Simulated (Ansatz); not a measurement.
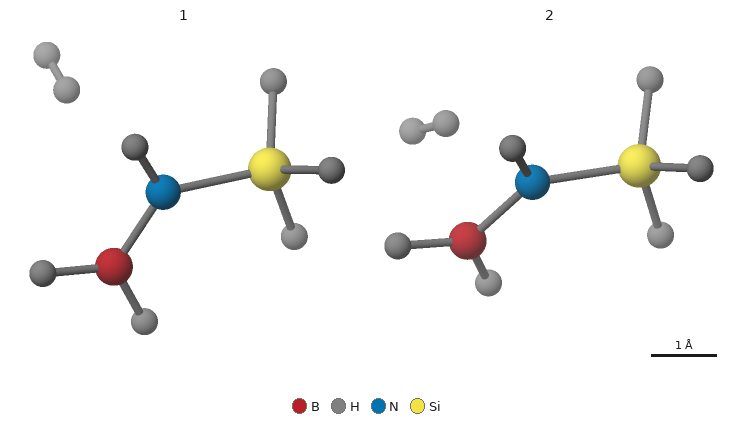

Two geometries of BSiNH8, drawn at one scale. One is the start of a relaxation, the other its converged end. The picture is a ball-and-stick view, seen from a free direction.

The calculation used RKS BLYP-D4/6-31G* (Ansatz 0.2.0). (no spin polarisation; force threshold 0.03 eV/Å; at most 50 steps)

Which geometry has the lower energy?

Answer. Structure 1 is the relaxed one. The run prepares an end point of a later path (reaction) calculation, from a guessed geometry. The atom that moves furthest after the best rigid fit is an H atom (1.21 Å). By element the largest moves are H 1.21 Å, B 0.53 Å, N 0.17 Å, Si 0.08 Å. Among the contacts that change: B–N 1.484 → 1.416 Å, H–H 0.711 → 0.749 Å, N–Si 1.764 → 1.775 Å, B–H 1.199 → 1.203 Å. Groups turn about N–Si by about 20°. The energy falls by 8.27 kcal/mol in 17 accepted moves (19 points after the start). The largest force component goes from 1.8 to 0.019 eV/Å. The line search rejected the trial steps at points 7, 12 of the run. The forces were under the threshold at step 6, but the run went on from there.
